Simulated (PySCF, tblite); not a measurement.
# C₅H₁₂F₂SSi: geometry, infrared bands and NMR shifts

Wanted: the infrared bands and NMR shifts of C₅H₁₂F₂SSi (`CC(C)(CS)[Si@H](F)CF`), by calculation.

Programs: tblite 0.8.0 and PySCF 2.14.0, with density-fitted response routines of our own. Each step states its level of theory. These are calculated values for one molecule in the gas phase, unless marked as measured. Atoms count from 0, in the outputs and in this text.

## (1) Starting geometry

21 atoms, charge 0, multiplicity 1; geometry from: force field or distance geometry start.

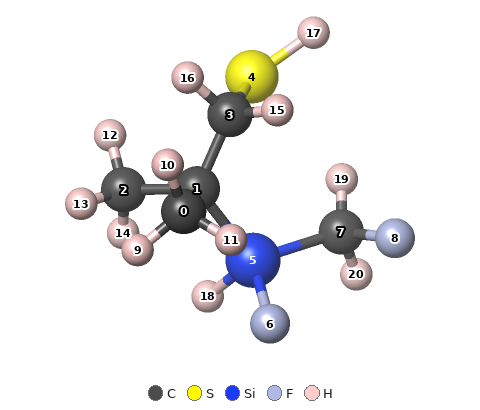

As it starts; carbon dark grey, sulfur yellow, silicon blue, fluorine light blue, hydrogen pink, atoms numbered.

## (2) Relaxing the molecule with GFN2-xTB

Job settings and geometry (Å):

```
{"job": {"kind": "relax", "xc": "GFN2-xTB", "basis": "xTB"}, "charge": 0, "multiplicity": 1}
C     -1.049500    -0.940600     1.353600
C     -0.568600    -0.278300     0.068900
C     -1.370800    -0.927100    -1.045800
C     -0.855900     1.183100     0.218300
S     -0.350300     2.181000    -1.181700
Si     1.189000    -0.759800    -0.133600
F      1.641600    -1.723300     1.172500
C      2.416700     0.624700    -0.249900
F      2.900700     0.928300     1.018100
H     -1.328100    -1.988100     1.112400
H     -1.960300    -0.447500     1.760000
H     -0.236700    -0.973200     2.091800
H     -1.946900    -0.159900    -1.626200
H     -2.097000    -1.645200    -0.617800
H     -0.686800    -1.511700    -1.682700
H     -0.463200     1.629600     1.157100
H     -1.976500     1.295600     0.285200
H      0.078200     3.458000    -0.801500
H      1.259900    -1.636700    -1.326400
H      2.083700     1.506600    -0.797800
H      3.311800     0.201400    -0.775000
```

Command:

```bash
$ OMP_NUM_THREADS=1 python probes_run.py task.json out
```

This one command runs all jobs of the session in turn.

The program printed:

```text
step      E/eV     max force
  0    -850.92225    2.533
  1    -851.26786    1.000
  2    -851.38443    0.702
  3    -851.45850    0.726
  4    -851.58189    0.828
  5    -851.63816    0.796
  6    -851.68419    0.559
  7    -851.72116    0.370
  8    -851.74710    0.332
  9    -851.76427    0.345
 10    -851.77622    0.264
 11    -851.78540    0.208
 12    -851.79507    0.211
 13    -851.80333    0.244
 14    -851.80988    0.226
 15    -851.81571    0.157
 16    -851.82157    0.195
 17    -851.82784    0.218
 18    -851.83403    0.178
 19    -851.83905    0.162
 20    -851.84351    0.163
 21    -851.84882    0.240
 22    -851.85491    0.263
 23    -851.86041    0.180
 24    -851.86458    0.155
 25    -851.86829    0.163
 26    -851.87375    0.213
 27    -851.88324    0.307
 28    -851.89548    0.292
 29    -851.90393    0.183
 30    -851.90773    0.154
 31    -851.91014    0.148
 32    -851.91313    0.139
 33    -851.91984    0.158
 34    -851.92352    0.181
 35    -851.92633    0.146
 36    -851.92894    0.120
 37    -851.93277    0.152
 38    -851.93752    0.164
 39    -851.94178    0.152
 40    -851.94514    0.141
 41    -851.94926    0.167
 42    -851.95469    0.255
 43    -851.96152    0.399
 44    -851.97085    0.376
 45    -851.98690    0.271
 46    -851.99807    0.256
 47    -852.01514    0.253
 48    -852.02841    0.326
 49    -851.99545    0.909
 50    -852.04061    0.167
 51    -852.04513    0.154
 52    -852.05793    0.316
 53    -852.06278    0.214
 54    -852.07140    0.156
 55    -852.07555    0.154
 56    -852.08143    0.193
 57    -852.08565    0.205
 58    -852.09193    0.191
 59    -852.09883    0.207
 60    -852.10475    0.237
 61    -852.11104    0.259
 62    -852.11533    0.154
 63    -852.11887    0.086
 64    -852.12041    0.101
 65    -852.12206    0.103
 66    -852.12313    0.084
 67    -852.12403    0.051
 68    -852.12454    0.047
 69    -852.12500    0.045
 70    -852.12567    0.074
 71    -852.12658    0.080
 72    -852.12740    0.058
 73    -852.12798    0.067
 74    -852.12848    0.065
 75    -852.12918    0.065
 76    -852.13017    0.076
 77    -852.13117    0.075
 78    -852.13201    0.069
 79    -852.13289    0.066
 80    -852.13423    0.109
 81    -852.13628    0.138
 82    -852.13853    0.115
 83    -852.14005    0.082
 84    -852.14093    0.086
 85    -852.14189    0.081
 86    -852.14352    0.126
 87    -852.14566    0.155
 88    -852.14785    0.098
 89    -852.14952    0.101
 90    -852.15103    0.108
 91    -852.15311    0.168
 92    -852.15760    0.217
 93    -852.16331    0.194
 94    -852.16912    0.174
 95    -852.17271    0.160
 96    -852.17734    0.152
 97    -852.18049    0.116
 98    -852.18519    0.120
 99    -852.18682    0.107
100    -852.18915    0.077
101    -852.19062    0.088
102    -852.19210    0.095
103    -852.19363    0.086
104    -852.19519    0.087
105    -852.19657    0.065
106    -852.19747    0.073
107    -852.19808    0.064
108    -852.19880    0.073
109    -852.19991    0.080
110    -852.20112    0.082
111    -852.20206    0.054
112    -852.20250    0.036
113    -852.20272    0.035
114    -852.20292    0.031
115    -852.20320    0.036
116    -852.20348    0.033
117    -852.20375    0.051
118    -852.20401    0.051
119    -852.20431    0.052
120    -852.20470    0.042
121    -852.20512    0.045
122    -852.20544    0.046
123    -852.20568    0.033
124    -852.20587    0.029
125    -852.20608    0.035
126    -852.20631    0.039
127    -852.20657    0.037
128    -852.20686    0.035
129    -852.20717    0.032
130    -852.20747    0.039
131    -852.20782    0.050
132    -852.20820    0.052
133    -852.20872    0.047
134    -852.20925    0.040
135    -852.20973    0.042
136    -852.21006    0.046
137    -852.21043    0.050
138    -852.21081    0.060
139    -852.21133    0.059
140    -852.21196    0.069
141    -852.21277    0.069
142    -852.21354    0.099
143    -852.21441    0.076
144    -852.21522    0.070
145    -852.21642    0.060
146    -852.21728    0.066
147    -852.21807    0.054
148    -852.21852    0.042
149    -852.21882    0.050
150    -852.21909    0.033
151    -852.21938    0.037
152    -852.21961    0.033
153    -852.21980    0.032
154    -852.22001    0.026
155    -852.22017    0.027
156    -852.22038    0.030
157    -852.22063    0.038
158    -852.22103    0.046
159    -852.22159    0.060
160    -852.22222    0.054
161    -852.22279    0.054
162    -852.22333    0.055
163    -852.22391    0.054
164    -852.22424    0.108
165    -852.22489    0.075
166    -852.22551    0.047
167    -852.22621    0.049
168    -852.22658    0.045
169    -852.22724    0.055
170    -852.22785    0.052
171    -852.22840    0.043
172    -852.22870    0.073
173    -852.22903    0.063
174    -852.22938    0.036
175    -852.22996    0.070
176    -852.23041    0.078
177    -852.23105    0.077
178    -852.23164    0.055
179    -852.23211    0.041
180    -852.23233    0.067
181    -852.23252    0.033
182    -852.23273    0.034
183    -852.23317    0.037
184    -852.23341    0.039
185    -852.23381    0.034
186    -852.23404    0.036
187    -852.23431    0.049
188    -852.23469    0.061
189    -852.23531    0.069
190    -852.23612    0.063
191    -852.23707    0.082
192    -852.23791    0.088
193    -852.23889    0.092
194    -852.24013    0.092
195    -852.24129    0.090
196    -852.24213    0.061
197    -852.24272    0.069
198    -852.24319    0.078
199    -852.24372    0.057
200    -852.24408    0.109
201    -852.24456    0.040
202    -852.24489    0.048
203    -852.24560    0.060
204    -852.24615    0.069
205    -852.24702    0.068
206    -852.24764    0.054
207    -852.24829    0.059
208    -852.24896    0.059
209    -852.24937    0.112
210    -852.25010    0.044
211    -852.25051    0.050
212    -852.25094    0.046
213    -852.25134    0.065
214    -852.25204    0.097
215    -852.25290    0.082
216    -852.25348    0.061
217    -852.25408    0.047
218    -852.25456    0.065
219    -852.25478    0.091
220    -852.25533    0.064
221    -852.25580    0.064
222    -852.25634    0.063
223    -852.25671    0.052
224    -852.25700    0.037
225    -852.25719    0.025
226    -852.25724    0.050
227    -852.25740    0.049
228    -852.25749    0.027
229    -852.25766    0.016
230    -852.25773    0.017
231    -852.25777    0.015
232    -852.25779    0.009
```

It took 3.7 s on 1 thread of Arm Neoverse N1, shared host; peak memory 0.18 GiB.

Along the way: (not every step is listed)

| step | energy from step 0 (eV) | largest force (eV/Å) |
| --- | --- | --- |
| 0 | 0.0000 | 2.5330 |
| 1 | -0.3456 | 1.0004 |
| 2 | -0.4622 | 0.7022 |
| 3 | -0.5362 | 0.7265 |
| 4 | -0.6596 | 0.8281 |
| 5 | -0.7159 | 0.7961 |
| 6 | -0.7619 | 0.5594 |
| 7 | -0.7989 | 0.3699 |
| 8 | -0.8249 | 0.3319 |
| 29 | -0.9817 | 0.1835 |
| 50 | -1.1184 | 0.1674 |
| 71 | -1.2043 | 0.0800 |
| 92 | -1.2354 | 0.2170 |
| 113 | -1.2805 | 0.0348 |
| 134 | -1.2870 | 0.0396 |
| 155 | -1.2979 | 0.0266 |
| 176 | -1.3082 | 0.0781 |
| 197 | -1.3205 | 0.0689 |
| 218 | -1.3323 | 0.0648 |
| 227 | -1.3351 | 0.0491 |
| 228 | -1.3352 | 0.0270 |
| 229 | -1.3354 | 0.0164 |
| 230 | -1.3355 | 0.0169 |
| 231 | -1.3355 | 0.0153 |
| 232 | -1.3355 | 0.0086 |

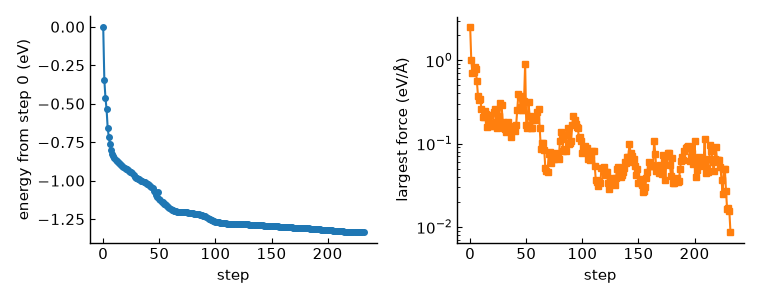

Energy and force, step by step.

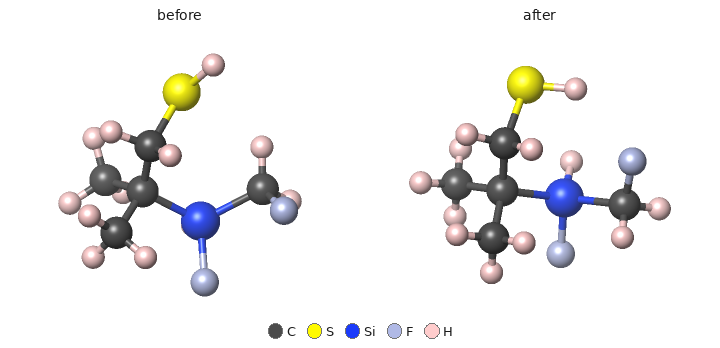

Before and after, at one scale.

Close pairs (by a distance rule), those that changed most:

| bond | before (Å) | after (Å) | change (Å) |
| --- | --- | --- | --- |
| C1–Si5 | 1.834 | 1.918 | +0.084 |
| S4–H17 | 1.400 | 1.328 | -0.072 |
| Si5–C7 | 1.854 | 1.918 | +0.064 |
| Si5–F6 | 1.685 | 1.622 | -0.063 |
| C3–S4 | 1.792 | 1.830 | +0.038 |
| C3–H16 | 1.128 | 1.091 | -0.037 |
| C2–H12 | 1.121 | 1.088 | -0.034 |
| C1–C3 | 1.497 | 1.530 | +0.033 |

The final coordinates are the input of the step that follows.

## (3) Infrared spectrum with GFN2-xTB

Job settings and geometry (Å):

```
{"job": {"kind": "ir", "xc": "GFN2-xTB", "basis": "xTB"}, "charge": 0, "multiplicity": 1}
C     -0.643594    -0.919322     1.432461
C     -0.621764    -0.286394     0.034211
C     -1.622465    -1.022697    -0.861267
C     -1.055334     1.174441     0.171082
S     -0.820963     2.137533    -1.367651
Si     1.123923    -0.433242    -0.746471
F      1.563934    -1.986439    -0.586488
C      2.467085     0.485973     0.267864
F      2.211859     1.842465     0.351028
H     -0.334745    -1.960654     1.381947
H     -1.650947    -0.882253     1.845855
H      0.021145    -0.393390     2.115415
H     -1.693733    -0.538453    -1.832729
H     -2.611788    -1.022240    -0.405218
H     -1.315187    -2.054465    -1.012564
H     -0.498706     1.686684     0.953208
H     -2.120715     1.235409     0.399397
H      0.383718     2.610820    -1.071555
H      1.221179    -0.168418    -2.170734
H      3.450883     0.387489    -0.195401
H      2.537293     0.124096     1.297138
```

The program printed:

```text
mode    cm-1     km/mol
  1      36.6      3.04
  2      65.9      1.09
  3      84.7     10.44
  4     109.4      3.42
  5     137.8      8.13
  6     160.5     11.36
  7     169.3      8.68
  8     224.0      0.65
  9     249.5      2.35
 10     262.6     31.33
 11     276.4     24.33
 12     287.4      2.40
 13     313.2      2.29
 14     347.7      6.23
 15     374.5      7.14
 16     442.7      7.38
 17     582.9     10.24
 18     622.1     90.58
 19     664.2     89.94
 20     716.6     68.76
 21     747.4      5.16
 22     768.8    106.06
 23     790.9    238.71
 24     796.0     11.19
 25     903.5     30.69
 26     943.0      5.13
 27     969.9      0.66
 28     982.4      7.88
 29    1024.2      2.74
 30    1033.2     49.56
 31    1105.8      0.45
 32    1166.8      5.49
 33    1194.1     15.78
 34    1210.4      2.01
 35    1240.8      3.44
 36    1262.6     10.03
 37    1275.2      3.24
 38    1409.7      5.69
 39    1425.0      6.06
 40    1440.9      4.07
 41    1451.2      0.64
 42    1491.9      1.16
 43    1498.8      2.66
 44    1505.1      5.40
 45    1508.6      4.37
 46    2364.6    208.19
 47    2468.6     78.67
 48    2952.8     22.40
 49    2969.8     21.14
 50    2978.7     12.91
 51    3005.7      6.02
 52    3007.2      1.54
 53    3011.3     74.61
 54    3022.3     30.69
 55    3032.6     22.81
 56    3038.5     14.81
 57    3041.5     35.11
```

It took 1.7 s on 1 thread of Arm Neoverse N1, shared host; peak memory 0.18 GiB.

Which atoms move in the most intense modes:

| cm⁻¹ | km/mol | atoms |
| --- | --- | --- |
| 622 | 90.6 | H18 77 % |
| 664 | 89.9 | H18 87 % |
| 717 | 68.8 | C7 40 %, Si5 34 %, H20 15 % |
| 769 | 106.1 | H19 26 %, C7 20 %, H20 19 %, Si5 12 % |
| 791 | 238.7 | F6 54 %, Si5 43 % |
| 2365 | 208.2 | H18 97 % |
| 2469 | 78.7 | H17 97 % |
| 3011 | 74.6 | H13 53 %, H10 35 % |

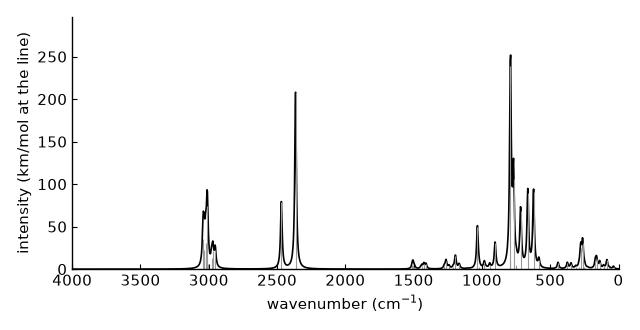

The infrared spectrum from these modes, unscaled. Lines are broadened to a width of 14 cm⁻¹ (Lorentzian).

## (4) Shielding tensors: PBE0/pcSseg-1

Settings changed since step 3:

```diff
@@ -1,2 +1,2 @@
-{"job": {"kind": "ir", "xc": "GFN2-xTB", "basis": "xTB"}, "charge": 0, "multiplicity": 1}
+{"job": {"kind": "nmr", "xc": "PBE0", "basis": "pcSseg-1"}, "charge": 0, "multiplicity": 1}
 C     -0.643594    -0.919322     1.432461
```

Level: GIAO PBE0/pcSseg-1 NMR shielding, non-relativistic, gas phase.

The program printed:

```text
coarse grid: 18296 points
cycle   1  E = -1084.2555620764  dE =  7.402e-01  |g| = 7.232e-01  |ddm| = 4.009e+00
cycle   2  E = -1084.1819327389  dE =  7.363e-02  |g| = 1.026e+00  |ddm| = 1.349e+00
cycle   3  E = -1084.3503456917  dE = -1.684e-01  |g| = 8.228e-02  |ddm| = 8.162e-01
cycle   4  E = -1084.3515248131  dE = -1.179e-03  |g| = 3.393e-02  |ddm| = 1.017e-01
cycle   5  E = -1084.3517475496  dE = -2.227e-04  |g| = 7.649e-03  |ddm| = 3.262e-02
cycle   6  E = -1084.3517586584  dE = -1.111e-05  |g| = 3.364e-03  |ddm| = 1.185e-02
cycle   7  E = -1084.3517609493  dE = -2.291e-06  |g| = 5.541e-04  |ddm| = 3.474e-03
final grid: 167384 points
cycle   8  E = -1084.4204110113  dE = -6.378e-05  |g| = 1.064e-02  |ddm| = 3.773e-02
cycle   9  E = -1084.4203909004  dE =  2.011e-05  |g| = 1.413e-02  |ddm| = 2.240e-02
cycle  10  E = -1084.4204381964  dE = -4.730e-05  |g| = 1.245e-03  |ddm| = 1.390e-02
cycle  11  E = -1084.4204385103  dE = -3.138e-07  |g| = 3.248e-04  |ddm| = 1.477e-03
cycle  12  E = -1084.4204385316  dE = -2.130e-08  |g| = 7.828e-05  |ddm| = 2.996e-04
cycle  13  E = -1084.4204385325  dE = -9.095e-10  |g| = 3.737e-05  |ddm| = 9.418e-05
cycle  14  E = -1084.4204385327  dE = -2.187e-10  |g| = 4.633e-06  |ddm| = 3.284e-05
converged SCF energy = -1084.4204385327

GIAO shielding tensors (ppm)
atom      isotropic    diamagn.    paramagn.     s11        s22        s33       span
  0 C      161.258     248.594     -87.336    145.547    150.662    187.565     42.019
  1 C      152.188     250.667     -98.478    129.214    156.989    170.361     41.147
  2 C      162.957     248.059     -85.102    143.245    158.090    187.535     44.290
  3 C      147.385     250.477    -103.091    125.947    142.820    173.389     47.442
  4 S      620.948    1056.746    -435.798    492.784    542.560    827.499    334.715
  5 Si     340.397     878.956    -538.560    305.026    349.364    366.800     61.774
  6 F      400.331     469.871     -69.540    383.277    397.518    420.198     36.920
  7 C      109.372     249.536    -140.164     60.804     82.392    184.921    124.117
  8 F      485.862     475.351      10.511    437.125    501.985    518.476     81.351
  9 H       30.313      31.438      -1.125     26.015     28.102     36.820     10.805
 10 H       30.916      31.729      -0.813     27.023     28.470     37.255     10.232
 11 H       30.535      32.433      -1.897     25.814     28.993     36.799     10.985
 12 H       29.628      30.871      -1.243     24.740     29.218     34.927     10.186
 13 H       31.178      31.377      -0.199     27.432     28.296     37.807     10.375
 14 H       30.355      30.727      -0.371     25.577     28.683     36.806     11.229
 15 H       28.845      32.932      -4.087     24.211     29.272     33.053      8.842
 16 H       29.802      32.491      -2.689     23.883     29.854     35.668     11.785
 17 H       29.708      30.847      -1.139     21.634     28.898     38.592     16.958
 18 H       26.014      29.828      -3.814     22.127     25.889     30.027      7.901
 19 H       26.659      27.839      -1.180     22.189     26.468     31.320      9.132
 20 H       26.666      30.573      -3.907     22.985     26.774     30.240      7.254
```

Run time: 81 s. Hardware: 1 thread of Arm Neoverse N1, shared host; peak memory 1.1 GiB.

Shifts follow as δ = σ(reference) − σ, with reference shieldings (ppm) from runs at the same level and on the same kind of geometry: ¹H TMS 31.72, ¹³C TMS 186.9, ²⁹Si TMS 349.2, ¹⁹F CFCl3 170.9, ³³S CS2 504. The references are single molecules in the gas phase, so shifts against H2O, NH3, PH3, H3PO4 or CFCl3 are not on the usual liquid scales and can be off by tens of ppm. Atoms listed in one row are averaged.

| atoms | environment | σ (ppm) | δ (ppm) | δ scaled to CDCl3 |
| --- | --- | --- | --- | --- |
| C7 | sp3 CH2 bonded to F and Si | 109.4 | 77.6 | 73.8 |
| C3 | sp3 CH2 bonded to S | 147.4 | 39.5 | 32.3 |
| C1 | fully substituted sp3 carbon bonded to Si | 152.2 | 34.7 | 32.0 |
| C0 | methyl carbon | 161.3 | 25.7 | 23.1 |
| C2 | methyl carbon | 163.0 | 24.0 | 21.5 |
| H18 | hydrogen on a silicon bonded to 2 C, F | 26.01 | 5.70 | – |
| H19 | hydrogen on an sp3 CH2 bonded to F and Si | 26.66 | 5.06 | 4.87 |
| H20 | hydrogen on an sp3 CH2 bonded to F and Si | 26.67 | 5.05 | 4.87 |
| H15 | hydrogen on an sp3 CH2 bonded to S | 28.85 | 2.87 | 2.81 |
| H17 | hydrogen on a thiol sulfur | 29.71 | 2.01 | – |
| H16 | hydrogen on an sp3 CH2 bonded to S | 29.80 | 1.92 | 1.91 |
| H12, H13, H14 | hydrogen on a methyl carbon | 30.39 | 1.33 | 1.36 |
| H9, H10, H11 | hydrogen on a methyl carbon | 30.59 | 1.13 | 1.17 |
| S4 | thiol sulfur | 621 | -117 | – |
| Si5 | silicon bonded to 2 C, F, H | 340.4 | 8.8 | – |
| F6 | fluorine bonded to Si | 400.3 | -229.4 | – |
| F8 | fluorine on an sp3 carbon | 485.9 | -314.9 | – |

The scaled column applies a straight-line fit of computed shieldings to shifts measured in CDCl3, with any fitted terms for Cl, Br or S neighbours, and one for carbons that bear F (root-mean-square error 0.16 ppm for H, 1.9 ppm for C).

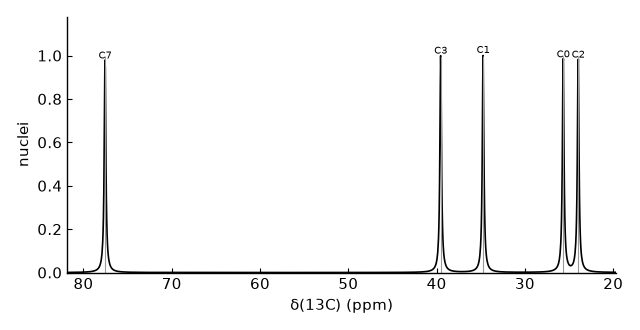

¹³C lines at the computed shifts, without couplings. Lines are broadened to a width of 0.21 ppm (Lorentzian).

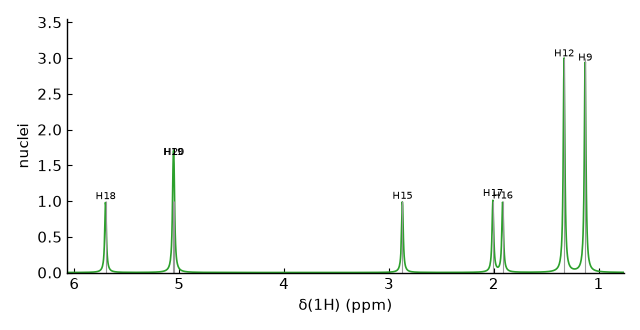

¹H lines at the computed shifts, without couplings. Lines are broadened to a width of 0.02 ppm (Lorentzian).

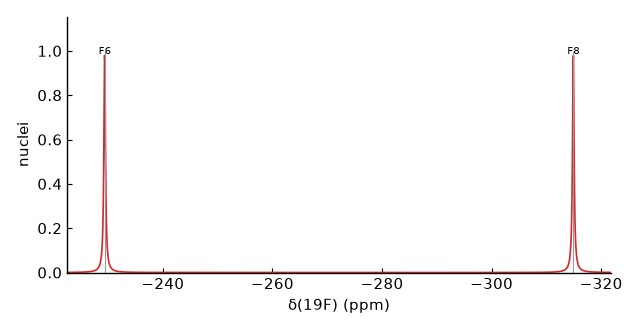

¹⁹F lines at the computed shifts, without couplings. Lines are broadened to a width of 0.34 ppm (Lorentzian).

Charges from the same density, by scheme (e):

| atoms | Mulliken | IAO | Hirshfeld | ESP fit |
| --- | --- | --- | --- | --- |
| C0 | -0.18 | -0.42 | -0.12 | -0.68 |
| C1 | -0.75 | -0.23 | -0.07 | 0.48 |
| C2 | -0.17 | -0.42 | -0.12 | -0.28 |
| C3 | -0.25 | -0.33 | -0.07 | -0.44 |
| S4 | -0.13 | -0.08 | -0.04 | -0.31 |
| Si5 | 1.01 | 1.17 | 0.42 | 0.63 |
| F6 | -0.43 | -0.54 | -0.21 | -0.35 |
| C7 | -0.17 | -0.26 | -0.07 | -0.12 |
| F8 | -0.35 | -0.33 | -0.11 | -0.23 |

Mulliken charges:

C0 -0.18; C1 -0.75; C2 -0.17; C3 -0.25; S4 -0.13; Si5 1.01; F6 -0.43; C7 -0.17; F8 -0.35; H9 0.13; H10 0.12; H11 0.11; H12 0.13; H13 0.11; H14 0.13; H15 0.16; H16 0.15; H17 0.16; H18 -0.06; H19 0.13; H20 0.13

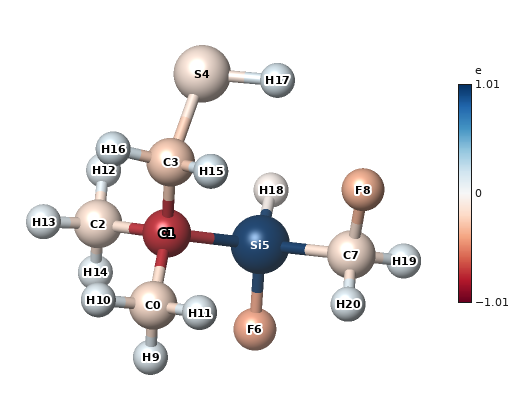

Mulliken charges, as colours on the atoms.

Mayer bond orders: C0–C1 1.01, C1–C2 1.01, C1–C3 0.96, C3–S4 1.03, C1–Si5 0.83, Si5–F6 0.90, Si5–C7 0.88, C7–F8 0.82.

## (5) Outcome

```
                                                              quantity                                               value
                             strongest single infrared mode (GFN2-xTB)                                791 cm⁻¹, 239 km/mol
                                          zero-point energy (GFN2-xTB)                                      100.3 kcal/mol
                                ¹³C shifts against TMS (PBE0/pcSseg-1)                    77.6, 39.5, 34.7, 25.7, 24.0 ppm
¹H shifts against TMS (PBE0/pcSseg-1, means over atoms taken as alike)  5.70, 5.06, 5.05, 2.87, 2.01, 1.92, 1.33, 1.13 ppm
                                ³³S shifts against CS2 (PBE0/pcSseg-1)                                            -117 ppm
                               ²⁹Si shifts against TMS (PBE0/pcSseg-1)                                             8.8 ppm
                              ¹⁹F shifts against CFCl3 (PBE0/pcSseg-1)                                  -229.4, -314.9 ppm
```

In words: Relaxing lowered the energy by 1.336 eV in 232 steps; the close pair that moved most is C1–Si5, from 1.834 to 1.918 Å. All 57 modes are real, so the xTB geometry is a minimum. The strongest single mode, at 791 cm⁻¹, moves mainly F6 and Si5. Unscaled tight-binding wavenumbers are off by several per cent, some by more. Its intensities can rank the bands wrongly. At PBE0/pcSseg-1: The largest span, 335 ppm, is at S4, where the paramagnetic term is -436 ppm.
